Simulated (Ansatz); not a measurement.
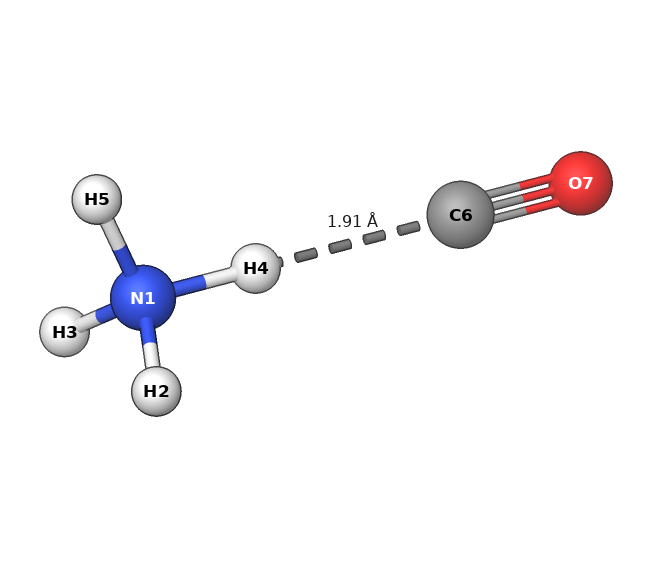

Two molecules or ions; the broken line marks their closest contact (measured against van der Waals radii). State: charge +1, singlet. Geometry: a pair of rigid molecules at a changed separation. Program: Ansatz 0.2.0.

### Which two species are they?

NH4 and CO (`[C-]#[O+].[NH4+]`).

Give the counterpoise-corrected interaction energy (kJ/mol, monomers kept as in the pair) with RHF-CCSD(T) (frozen core)/def2-TZVPPD; PBE0-D4/def2-TZVPPD; PBE-D4/def2-TZVPPD; B3LYP-D4/def2-TZVPPD; r2SCAN-D4/def2-TZVPPD.

```json
{"level": "RHF-CCSD(T) (frozen core)/def2-TZVPPD", "interaction energy (kJ/mol)": "−32.9"}
{"level": "PBE0-D4/def2-TZVPPD", "interaction energy (kJ/mol)": "−38.7"}
{"level": "PBE-D4/def2-TZVPPD", "interaction energy (kJ/mol)": "−43.9"}
{"level": "B3LYP-D4/def2-TZVPPD", "interaction energy (kJ/mol)": "−36.7"}
{"level": "r2SCAN-D4/def2-TZVPPD", "interaction energy (kJ/mol)": "−36.9"}
```
